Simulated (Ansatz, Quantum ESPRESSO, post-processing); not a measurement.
# Work function of Ag(110), 7 layers, part 5 of 6

Aim: the work function of each face of Ag(110), 7 layers, and how it moves with functional, pseudopotentials and boundary condition.

Quantum ESPRESSO 7.5; plane-wave DFT, PBE, GBRV ultrasoft pseudopotentials; cross-check by Ansatz 0.2.0 with PAW datasets.

So far. Step 10 (Electrostatic potential): The upper face goes from 4.154 eV (PBE, GBRV) to 4.128 eV, a change of -0.027 eV from the pseudopotentials and their cutoffs. Step 12 (Potential by pp.x): The upper face goes from 4.154 eV (PBE, GBRV) to 4.263 eV, a change of +0.109 eV.

## 13. SCF with pw.x: rev-vdW-DF2, GBRV ultrasoft

Level of this step: plane-wave DFT, rev-vdW-DF2, GBRV ultrasoft pseudopotentials made under PBE (Quantum ESPRESSO 7.5). input_dft overrides the functional of the files.

Input file gbrv-vdw-df2-b86r.in:

```
&control
  prefix = 'gbrv-vdw-df2-b86r'
  outdir = './out'
  pseudo_dir = './pseudo'
  calculation = 'scf'
  tprnfor = .true.
/
&system
  ibrav = 0
  nat = 7
  ntyp = 1
  ecutwfc = 40
  ecutrho = 200
  input_dft = 'vdw-df2-b86r'
  occupations = 'smearing'
  smearing = 'mv'
  degauss = 0.02
/
&electrons
  conv_thr = 1e-07
  mixing_beta = 0.4
  electron_maxstep = 120
  mixing_mode = 'local-TF'
/
ATOMIC_SPECIES
  Ag  107.8682  ag_pbe_v1.4.uspp.F.UPF
CELL_PARAMETERS angstrom
  4.09000000000000 0.00000000000000 0.00000000000000
  0.00000000000000 2.89206673505298 0.00000000000000
  0.00000000000000 0.00000000000000 24.67620020515894
ATOMIC_POSITIONS crystal
  Ag  0.000000000000 0.000000000000 0.322941719500
  Ag  0.500000000000 0.500000000000 0.378825961200
  Ag  0.000000000000 0.000000000000 0.441399674400
  Ag  0.500000000000 0.500000000000 0.500000000000
  Ag  0.000000000000 0.000000000000 0.558600325600
  Ag  0.500000000000 0.500000000000 0.621174038800
  Ag  0.000000000000 0.000000000000 0.677058280500
K_POINTS automatic
  8 8 1 0 0 0
```

Launch:

```console
$ OMP_NUM_THREADS=1 mpirun -n 4 pw.x -nk 4 -in gbrv-vdw-df2-b86r.in > gbrv-vdw-df2-b86r.out
```

Numbers of over 12 decimals in the logs are rounded to 6 here.

What it wrote:

```text
[banner, memory and clock lines left out]
Program PWSCF v.7.5 starts
[citation notice left out]

[...]
Message from routine setup:
[...]
bravais-lattice index     =            0
     lattice parameter (alat)  =       7.7290  a.u.
     unit-cell volume          =    1969.7291 (a.u.)^3
     number of atoms/cell      =            7
     number of atomic types    =            1
     number of electrons       =       133.00
     number of Kohn-Sham states=           80
     kinetic-energy cutoff     =      40.0000  Ry
     charge density cutoff     =     200.0000  Ry
     scf convergence threshold =      1.0E-07
     mixing beta               =       0.4000
     number of iterations used =            8  local-TF  mixing
     Exchange-correlation= VDW-DF2-B86R
                           (   1   4  26   0   2   0   0)

[...]
PseudoPot. # 1 for Ag read from file:
     ./pseudo/ag_pbe_v1.4.uspp.F.UPF
     Pseudo is Ultrasoft + core correction, Zval = 19.0
     Generated by new atomic code, or converted to UPF format
     Using radial grid of  887 points,  6 beta functions with:
                l(1) =   0
                l(2) =   0
                l(3) =   1
                l(4) =   1
                l(5) =   2
                l(6) =   2
     Q(r) pseudized with  6 coefficients,  rinner =    1.300   1.300   1.300
                                                       1.300   1.300

     atomic species   valence    mass     pseudopotential
     Ag               19.00   107.86820     Ag( 1.00)

      8 Sym. Ops., with inversion, found

[...]
number of k points=    25  Marzari-Vanderbilt smearing, width (Ry)=  0.0200
[...]
Dense  grid:    94179 G-vectors     FFT dimensions: (  36,  25, 216)

     Smooth grid:    67079 G-vectors     FFT dimensions: (  32,  24, 192)

     Initial potential from superposition of free atoms

     starting charge     129.4997, renormalised to     133.0000

     negative rho (up, down):  4.519E-03 0.000E+00

     %%%%%%%%%%%%%%%%%%%%%%%%%%%%%%%%%%%%%%%%%%%%%%%%%%%%%%%%%%%%%%%%%%%%%%%%
     %                                                                      %
     % You are using vdW-DF, which was implemented by the Thonhauser group. %
     % possible and the two reviews that describe the various versions:     %
     %                                                                      %
     %                                                                      %
     % If you are calculating stress with vdW-DF, please also cite:         %
     %                                                                      %
     %                                                                      %
     %%%%%%%%%%%%%%%%%%%%%%%%%%%%%%%%%%%%%%%%%%%%%%%%%%%%%%%%%%%%%%%%%%%%%%%%

     %%%%%%%%%%%%%%%%%%%%%%%%%%%%%%%%%%%%%%%%%%%%%%%%%%%%%%%%%%%%%%%%%%%%%%%%
     %                                                                      %
     %  vdW-DF NEWS:                                                        %
     %                                                                      %
     %  * vdW-DF3 is now available. DOI: 10.1021/acs.jctc.0c00471           %
     %    use with input_dft = 'vdW-DF3-opt1' or 'vdW-DF3-opt2'             %
     %                                                                      %
     %  * Unscreened and range-separated hybrid vdW-DF-cx functionals       %
     %    DOI: 10.1063/1.4986522 and 10.1088/1361-648X/ac2ad2               %
     %    use with input_dft = 'vdW-DF-cx0'    and 'vdW-DF-ahcx'            %
     %  * Unscreened and range-separated hybrid vdW-DF2-b86r functionals    %
     %    DOI: 10.1063/1.4986522 and DOI: 10.1103/PhysRevX.12.041003        %
     %    use with input_dft = 'vdW-DF2-br0' and 'vdW-DF2-ahbr'             %
     %                                                                      %
     %%%%%%%%%%%%%%%%%%%%%%%%%%%%%%%%%%%%%%%%%%%%%%%%%%%%%%%%%%%%%%%%%%%%%%%%

     Starting wfcs are   91 randomized atomic wfcs

     per-process dynamical memory:   142.6 Mb

     Self-consistent Calculation

     iteration #  1     ecut=    40.00 Ry     beta= 0.40
     Davidson diagonalization with overlap
     ethr =  1.00E-02,  avg # of iterations =  6.6

     negative rho (up, down):  4.598E-02 0.000E+00

     total energy              =   -2069.42112312 Ry
     estimated scf accuracy    <      15.40369881 Ry

     iteration #  2     ecut=    40.00 Ry     beta= 0.40
[...]
negative rho (up, down):  5.005E-02 0.000E+00

[...]
total energy              =   -2069.24820161 Ry
     estimated scf accuracy    <       2.55738718 Ry

     iteration #  3     ecut=    40.00 Ry     beta= 0.40
[...]
negative rho (up, down):  3.565E-02 0.000E+00

[...]
total energy              =   -2069.55525104 Ry
     estimated scf accuracy    <       0.05030544 Ry

     iteration #  4     ecut=    40.00 Ry     beta= 0.40
[...]
negative rho (up, down):  2.285E-02 0.000E+00

[...]
total energy              =   -2069.56152083 Ry
     estimated scf accuracy    <       0.00796328 Ry

     iteration #  5     ecut=    40.00 Ry     beta= 0.40
[...]
negative rho (up, down):  1.935E-02 0.000E+00

[...]
total energy              =   -2069.56156481 Ry
     estimated scf accuracy    <       0.00172673 Ry

     iteration #  6     ecut=    40.00 Ry     beta= 0.40
[...]
negative rho (up, down):  1.604E-02 0.000E+00

[...]
total energy              =   -2069.56141911 Ry
     estimated scf accuracy    <       0.00102293 Ry

[...]
iteration # 10     ecut=    40.00 Ry     beta= 0.40
[...]
negative rho (up, down):  6.648E-03 0.000E+00

[...]
total energy              =   -2069.56130109 Ry
     estimated scf accuracy    <       0.00019190 Ry

     iteration # 11     ecut=    40.00 Ry     beta= 0.40
[...]
negative rho (up, down):  3.488E-03 0.000E+00

[...]
total energy              =   -2069.56130881 Ry
     estimated scf accuracy    <       0.00007201 Ry

     iteration # 12     ecut=    40.00 Ry     beta= 0.40
[...]
negative rho (up, down):  3.497E-03 0.000E+00

[...]
total energy              =   -2069.56131487 Ry
     estimated scf accuracy    <       0.00000034 Ry

     iteration # 13     ecut=    40.00 Ry     beta= 0.40
[...]
negative rho (up, down):  3.503E-03 0.000E+00

[...]
End of self-consistent calculation

          k = 0.0000 0.0000 0.0000 (  8489 PWs)   bands (ev):

   -87.4720 -87.4489 -87.4483 -87.4402 -87.4397 -87.1437 -87.1437 -51.0129
   -50.9734 -50.9713 -50.9627 -50.9483 -50.9309 -50.9270 -50.9144 -50.9104
   -50.9073 -50.8963 -50.8913 -50.8872 -50.8830 -50.8766 -50.6268 -50.6268
   -50.6242 -50.6241 -50.6186 -50.6186  -2.8639  -1.9773  -1.7378  -1.5385
    -1.4362  -1.1507  -1.0395  -0.9775  -0.7137  -0.6008  -0.5297  -0.3826
    -0.3155  -0.1897  -0.1670  -0.1665  -0.1028   0.0931   0.1633   0.1910
     0.2237   0.3799   0.4222   0.4699   0.6307   0.6876   0.7731   0.8464
     0.8535   0.9145   0.9683   1.1958   1.3215   1.3943   1.4549   1.5729
     1.6390   1.6798   3.0274   4.7388   6.5967   6.7911   7.0535   7.9776
     8.2128   8.3360   9.9104  10.1394  10.3197  11.2427  11.7166  12.3636

          k = 0.0000 0.1768 0.0000 (  8475 PWs)   bands (ev):

   -87.4708 -87.4478 -87.4475 -87.4397 -87.4392 -87.1429 -87.1429 -51.0073
   -50.9746 -50.9674 -50.9656 -50.9466 -50.9364 -50.9306 -50.9171 -50.9170
   -50.9112 -50.9044 -50.8966 -50.8904 -50.8889 -50.8888 -50.6308 -50.6308
   -50.6256 -50.6255 -50.6240 -50.6240  -2.5506  -1.7165  -1.5442  -1.4147
    -1.2344  -0.9994  -0.9023  -0.8810  -0.8086  -0.7393  -0.4697  -0.4621
    -0.4360  -0.3011  -0.2814  -0.1403  -0.0838  -0.0794   0.0265   0.1719
     0.2817   0.3979   0.5499   0.6280   0.7104   0.7196   0.7438   0.8351
     0.8757   1.0127   1.0164   1.1205   1.2686   1.2806   1.3927   1.5453
     1.6758   1.7058   3.2673   5.0602   6.9032   7.3358   7.4912   8.2734
     8.5086   8.8585  10.2325  10.4262  10.6975  11.2922  11.7991  12.5462

[...]
the Fermi energy is     4.4550 ev

!    total energy              =   -2069.56131558 Ry
     estimated scf accuracy    <       0.00000001 Ry
     smearing contrib. (-TS)   =       0.00064776 Ry
     internal energy E=F+TS    =   -2069.56196335 Ry

     The total energy is F=E-TS. E is the sum of the following terms:
     one-electron contribution =  -14949.26860530 Ry
     hartree contribution      =    7480.57031555 Ry
     xc contribution           =    -202.93715947 Ry
     ewald contribution        =    5602.07348587 Ry

     convergence has been achieved in  13 iterations

     negative rho (up, down):  3.503E-03 0.000E+00

     Forces acting on atoms (cartesian axes, Ry/au):

     atom    1 type  1   force =     0.00000000    0.00000000    0.00508172
     atom    2 type  1   force =     0.00000000    0.00000000    0.00260840
     atom    3 type  1   force =     0.00000000    0.00000000   -0.00481232
     atom    4 type  1   force =     0.00000000    0.00000000    0.00000000
     atom    5 type  1   force =     0.00000000    0.00000000    0.00481232
     atom    6 type  1   force =     0.00000000    0.00000000   -0.00260840
     atom    7 type  1   force =     0.00000000    0.00000000   -0.00508172

     Total force =     0.010563     Total SCF correction =     0.000358

[...]
```

Run time: 4.1 min. Hardware: 4 MPI ranks of Arm Neoverse N1, shared host; peak memory 1.3 GiB; 16 min of CPU time.

Read from the output:

```
free energy  : -28157.8162 eV
Fermi energy : 4.455 eV
```

## 14. Electrostatic potential

Input file gbrv-vdw-df2-b86r.pot.in:

```
&inputpp
  prefix = 'gbrv-vdw-df2-b86r'
  outdir = './out'
  filplot = 'gbrv-vdw-df2-b86r.pot.dat'
  plot_num = 11
/
```

Launch:

```console
$ OMP_NUM_THREADS=1 mpirun -n 4 pp.x -in gbrv-vdw-df2-b86r.pot.in > gbrv-vdw-df2-b86r.pot.out
```

The job ended after 31 s (4 MPI ranks; peak memory 0.19 GiB).

Read from the output:

* work function of the upper face: 4.445 eV
* slope of the potential above: 3.98e-4 eV/Å
* upper vacuum line continued to the top atoms, over the Fermi level: 4.443 eV
* work function of the lower face: 4.445 eV
* slope of the potential below: -2.82e-4 eV/Å
* lower vacuum line continued to the bottom atoms, over the Fermi level: 4.443 eV

The upper face goes from 4.154 eV (PBE, GBRV) to 4.445 eV, a change of +0.290 eV.

## 15. Cross-check with Ansatz

A second code with its own PAW datasets, on the same atoms.

Level of this step: plane-wave DFT, PBE, Ansatz PAW (Ansatz 0.2.0).

Input file input.yaml:

```yaml
crystal:
  lattice:
    - [4.09, 0.0, 0.0]
    - [0.0, 2.8920667351, 0.0]
    - [0.0, 0.0, 24.6762002052]
  atoms:
    - { symbol: Ag, position: [0.0, 0.0, 0.3229417195] }
    - { symbol: Ag, position: [0.5, 0.5, 0.3788259612] }
    - { symbol: Ag, position: [0.0, 0.0, 0.4413996744] }
    - { symbol: Ag, position: [0.5, 0.5, 0.5] }
    - { symbol: Ag, position: [0.0, 0.0, 0.5586003256] }
    - { symbol: Ag, position: [0.5, 0.5, 0.6211740388] }
    - { symbol: Ag, position: [0.0, 0.0, 0.6770582805] }
kpoints:
  mp_grid: { grid: [8, 8, 1] }
hamiltonian:
  xc: pbe
scf:
  occupations: { method: fermi_dirac, width: 0.1 }
  convergence: { dr2_threshold: 1.0e-08 }
efield:
  axis: 3
  dipole_correction: true
  ramp_position: 0.97
  ramp_width: 0.04
output:
  write_potential: true
  write_density: true
  volumetric_format: npy
```

Launch:

```console
$ ansatz run input.yaml --threads 4 --pin off --max-ram 16384MiB --backend cpu --events-out ev --progress --plain --runs-dir out
```

What it wrote:

```text
Engine: ansatz 0.2.0, aarch64-unknown-linux-gnu
Pseudopotentials: kind: paw
Pseudopotential: Ag, paw, valence charge 19, recommended cutoff 420 eV (normal), Ag.paw.azcp
Functional definition: PBE
  parameter kappa = 0.804
  parameter beta = 0.066725
  exchange = pbe_x(kappa = kappa, mu = beta*pi^2/3)
  correlation = pbe_c(beta = beta)
Crystal: 7 atoms, lattice volume = 291.884 Å³
Basis set: ecut = 420 eV, 5687 PW (Γ)
Bands: 80, of which v1, the nominal top of the filled ones, is band 67 counted from 1 (66 counted from 0)
Symmetry: 4 space group operations
k-points: 25 of 64
Non-local potential: Ag, projectors of the file, l = 0: 3, l = 1: 2, l = 2: 2, l = 3: 1
PAW form: soft (Blöchl's): semilocal exchange-correlation on the pseudo side does not see the compensation charge
PAW one-centre angular grid: Ag, 590 points (default); XC on 64 Gauss nodes
Initial density: superposition of atomic densities (neutral atoms: chi_scale 0, normalization atom), corrected by the library's trained network
Initial wavefunctions: pseudopotential atomic-orbital guess
Functional: x = pbe(κ = 0.804, μ = 0.219515), c = pbe(β = 0.066725)
SCF iter   1: F=—  HF=-53132.555998 eV  |F-HF|=—  |Δ(HF+E_count)|=         —  Δρ=1.06e-3  dr2=2.97e-3  ethr=1.77e-3  p=0.000 e·Å  D=1.59e-4 V/Å  ΔV_dip=-0.00 eV  dr2_dipole=5.06e-6  V_vac-E_F(+/−)=4.08/4.08 eV  ⟨swp⟩=7.1  Hψ=7959  notcnv=0  defer=39
efield: sawtooth ramp at fractional position 0.9700 (set: `efield.ramp_position`, or a place that a band, a saddle search or an elastic batch's reference lends), width 0.0400; the density the first Hamiltonian is built on has a dipole p = 0.000 e·Å; the dipole correction subtracts the counter field D = 1.59e-4 V/Å, which shifts the + side's vacuum level by -0.00 eV against the − side's; the planar-averaged density in the ramp window peaks in size at 9.3e-6 e/Å³
preconditioner: auto → LDOS  [metal: Δε(μ)=0.126 eV  Ē_g=9.037 eV  σ=0.100 eV  W_gap=0.30  n_scr=62 (ndim 8)  ℏωp=19.1 eV  f_vac=0.540  D(μ)=1.75/eV (n_scr^D=8)  β→1.0]
SCF iter   2: F=—  HF=-53132.563561 eV  |F-HF|=—  |Δ(HF+E_count)|=   7.56e-3  Δρ=1.14e-3  dr2=3.62e-3  ethr=2.23e-6  p=-0.000 e·Å  D=-3.18e-5 V/Å  ΔV_dip=0.00 eV  dr2_dipole=7.94e-7  V_vac-E_F(+/−)=4.13/4.13 eV  ⟨swp⟩=3.0  Hψ=4976  notcnv=0  defer=83
SCF iter   3: F=—  HF=-53132.562712 eV  |F-HF|=—  |Δ(HF+E_count)|=   8.49e-4  Δρ=3.44e-4  dr2=2.68e-4  ethr=2.23e-6  p=-0.000 e·Å  D=-1.97e-6 V/Å  ΔV_dip=0.00 eV  dr2_dipole=1.73e-8  V_vac-E_F(+/−)=4.13/4.13 eV  ⟨swp⟩=2.0  Hψ=3660  notcnv=0  defer=83
SCF iter   4: F=—  HF=-53132.562638 eV  |F-HF|=—  |Δ(HF+E_count)|=   7.37e-5  Δρ=3.60e-5  dr2=6.66e-6  ethr=2.01e-7  p=0.000 e·Å  D=3.79e-6 V/Å  ΔV_dip=-0.00 eV  dr2_dipole=5.25e-9  V_vac-E_F(+/−)=4.13/4.13 eV  ⟨swp⟩=2.0  Hψ=3414  notcnv=0  defer=83
SCF iter   5: F=—  HF=-53132.562644 eV  |F-HF|=—  |Δ(HF+E_count)|=   5.68e-6  Δρ=1.87e-5  dr2=1.16e-6  ethr=5.01e-9  p=-0.000 e·Å  D=-3.28e-7 V/Å  ΔV_dip=0.00 eV  dr2_dipole=1.32e-10  V_vac-E_F(+/−)=4.13/4.13 eV  ⟨swp⟩=2.8  Hψ=3658  notcnv=0  defer=83
SCF iter   6: F=—  HF=-53132.562644 eV  |F-HF|=—  |Δ(HF+E_count)|=   4.21e-8  Δρ=5.30e-6  dr2=1.03e-7  ethr=8.73e-10  p=-0.000 e·Å  D=-2.34e-7 V/Å  ΔV_dip=0.00 eV  dr2_dipole=2.04e-10  V_vac-E_F(+/−)=4.13/4.13 eV  ⟨swp⟩=2.1  Hψ=3035  notcnv=0  defer=83
SCF iter   7: F=—  HF=-53132.562644 eV  |F-HF|=—  |Δ(HF+E_count)|=   1.17e-8  Δρ=1.96e-6  dr2=1.11e-8  ethr=7.74e-11  p=0.000 e·Å  D=3.44e-8 V/Å  ΔV_dip=-0.00 eV  dr2_dipole=1.03e-11  V_vac-E_F(+/−)=4.13/4.13 eV  ⟨swp⟩=2.0  Hψ=2862  notcnv=0  defer=83
SCF iter   8: F=-53132.562644 eV  HF=-53132.562644 eV  |F-HF|=1.75e-10  |Δ(HF+E_count)|=   2.70e-9  Δρ=4.56e-7  dr2=8.32e-10  ethr=7.52e-12  p=0.000 e·Å  D=1.70e-7 V/Å  ΔV_dip=-0.00 eV  dr2_dipole=2.35e-13  V_vac-E_F(+/−)=4.13/4.13 eV  ⟨swp⟩=11.9  Hψ=6222  notcnv=0
SCF 1 converged in 8 iterations: F = -53132.562644 eV  dr2 = 8.32e-10
  greatest PAW one-centre occupation: 1.000 electrons in one spin orbital (limit 2), on the Ag atom at site 3 (counted from 0), in its partial waves of l = 0
WARN: The output density's exchange-correlation potential varies sharply where the density is thin. Do not read a vacuum level from v_tot or v_xc, or from such a field of the output density. On a cell that repeats whose density bears no net charge and no dipole along the vacuum's axis use v_es (v_loc + v_h of the components); under efield.dipole_correction with no amplitude use v_es + v_field, which holds any externa [...]
SCF converged after 8 iterations
Free energy (F): -53132.562644 eV
Harris-Foulkes:  -53132.562644 eV  (|F-HF|=1.75e-10)
Internal energy: -53132.501768 eV  (E = F + TS)
E sigma→0 (E₀):  -53132.532206 eV
Entropy (-TS):   -0.060876 eV (-8.697 meV/atom)
Fermi energy:    4.679125 eV
Dipole field:    D = -0.000000 V/Å  (p = -0.000001 e·Å, saw-weighted, corrected)
Work function:   Φ+ = 4.1281 eV   Φ− = 4.1281 eV
Levels:          The Fermi level and band energies are counted from a zero that moves with the ramp; work functions are not
--- Per-component energies (eV) ---
  E_band       = -3306.171848
  E_kinetic    = 3690.786150
  E_local      = -206961.057400  (includes V_loc(G=0)·N_el)
  E_nonlocal   = 561.745312
  E_hartree    = 101963.776385
  E_xc         = -1291.553175
  E_vxc        = -1640.633226  (∫ρ·V_xc dr)
  E_paw        = -27316.294005  (= ΣΔE_a)
  E_vpaw       = -2884.567800  (= ΣTr[D̂ρ^β])
  E_aug_tail   = 0.002265  (compensation charges beyond the density's cutoff)
  E_efield     = 0.000000  (sawtooth field / dipole correction)
  E_vefield    = 0.000012  (∫n·V_field dr)
  E_ewald      = 76220.092700
  E_smearing   = -0.060876  (= −TS)
  E_closure    = -0.000000  (closes the sum)
  Σ components = -53132.562644   (vs F -53132.562644, Δ=0.00e0)
--- Band table (eV; the first three rows and the last of 25) ---
  k-point 0: bands = [... 63 lower, 1.7954, 1.8668, 1.9050, 3.2648, 5.0095, 6.9883, 7.0150, 8.3604, ... 9 higher]
  k-point 1: bands = [... 63 lower, 1.7714, 1.9007, 1.9332, 3.5039, 5.3318, 7.3315, 7.6900, 8.6528, ... 9 higher]
  k-point 2: bands = [... 63 lower, 1.8480, 1.8960, 2.2544, 4.2102, 6.1882, 8.1569, 9.3892, 9.4695, ... 9 higher]
  k-point 24: bands = [... 63 lower, 4.9459, 5.0469, 6.3780, 6.5810, 8.1096, 8.3356, 8.3992, 8.4929, ... 9 higher]
```

It took 33 s on 4 threads; peak memory 1.1 GiB.

This step gave:

* free energy: -53132.5626 eV
* energy at zero smearing: -53132.5322 eV
* smearing term TS: 0.06088 eV
* Fermi energy: 4.679 eV
* symmetry operations: 4
* work function of the upper face: 4.128 eV
* work function of the lower face: 4.128 eV
* dipole along the normal: -5.97e-7 e·Å

The potential energy (planar mean) oscillates, so the rows of the table below give means over windows of 1.51 Å about each position, cut where the curve ends. Its maxima inside the range that stand out by 2 % of the span (Å: eV): 8.6: -5.86, 10.1: -4.18, 11.7: -5.24, 13.0: -5.24, 14.5: -4.18, 16.0: -5.86. Its minima: 8.1: -6.59, 9.3: -6.89, 11.0: -6.76, 12.3: -6.88, 13.7: -6.76, 15.4: -6.89, 16.6: -6.59.

Electrostatic potential energy of an electron, with the sawtooth; zero at the Fermi level. Table of potential energy by z; means over each step:

```csv
z (Å),planar mean (eV),running mean (eV)
0.76,4.13,4.13
2.27,4.13,4.13
3.78,4.13,4.13
5.29,4.08,4.05
6.80,1.70,1.24
8.31,-5.98,-5.56
9.82,-5.54,-5.66
11.33,-5.97,-5.89
12.84,-6.03,-5.99
14.35,-5.47,-5.57
15.86,-6.31,-6.08
17.37,-1.53,-1.46
18.88,3.95,3.81
20.39,4.12,4.12
21.90,4.13,4.13
23.41,4.13,4.13
```

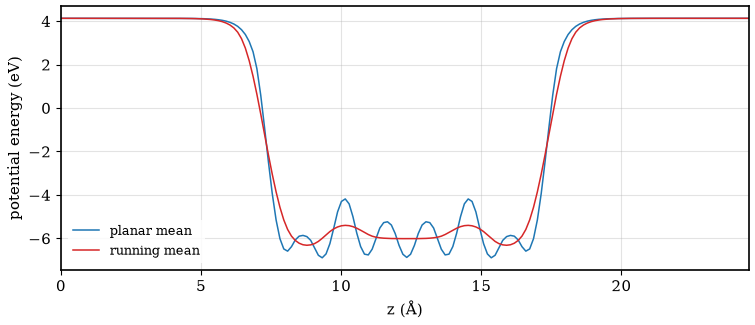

Potential energy against z.

The valence density oscillates, so the rows of the table below give means over windows of 1.51 Å about each position, cut where the curve ends. Its maxima inside the range that stand out by 2 % of the span (Å: e/Å³): 8.0: 1.63, 9.3: 1.66, 10.8: 1.63, 12.3: 1.66, 13.8: 1.63, 15.4: 1.66, 16.7: 1.63. Its minima: 8.6: 0.660, 10.1: 0.468, 11.7: 0.578, 13.0: 0.578, 14.5: 0.468, 16.0: 0.660.

Mean over planes. Valence density against z; means over each step:

| z (Å) | valence density (e/Å³) |
| --- | --- |
| 3.78 | 4.0e-5 |
| 5.29 | 0.00172 |
| 6.80 | 0.165 |
| 8.31 | 1.14 |
| 9.82 | 1.04 |
| 11.33 | 1.11 |
| 12.84 | 1.12 |
| 14.35 | 1.04 |
| 15.86 | 1.19 |
| 17.37 | 0.635 |
| 18.88 | 0.00664 |
| 20.39 | 1.4e-4 |

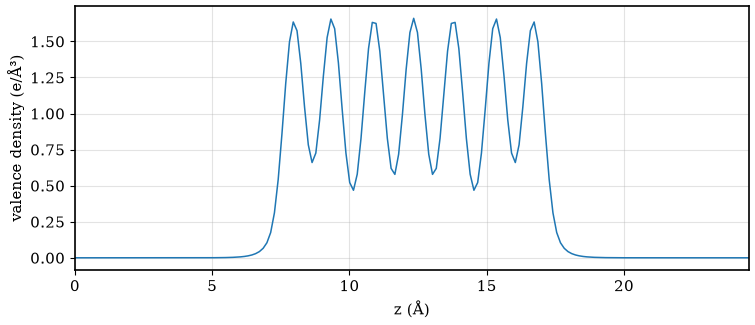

Valence density, plotted against z.

Ansatz gives 4.128 eV against 4.154 eV.

## 16. All levels side by side

All levels:

```csv
level,upper face (eV),lower face (eV),dipole (e Å),CPU time (s)
"QE PBE GBRV, periodic",4.154,4.154,-,920.2
"QE PBE GBRV, ESM bc1",4.153,4.153,-,2023
"QE PBE SG15 norm-conserving, periodic",4.128,4.128,-,2075
"QE Wu-Cohen GBRV ultrasoft, periodic",4.263,4.263,-,955.8
"QE rev-vdW-DF2 GBRV ultrasoft, periodic",4.445,4.445,-,988.5
"Ansatz PBE PAW, sawtooth",4.128,4.128,-5.97e-7,126.6
```

The times are CPU seconds on a shared host; the codes use unlike cutoffs, datasets and smearings, so their times compare unlike work.

(Continued in part 6 of 6.)

[Logs are printed without paths, hosts, clocks, repeated set-up lines and the standing remarks that a program may print on its own settings, such as how far it seeks lower states.]

[Hosts, paths, dates, database ids (printed as entryN), source tags and the programs' standing remarks are cut or masked in the printed files.]

[Maps of the electrostatic potential energy from Ansatz leave out the sawtooth potential of an applied field or a dipole correction, so their vacuum need not be flat; planar profiles and work functions include it.]
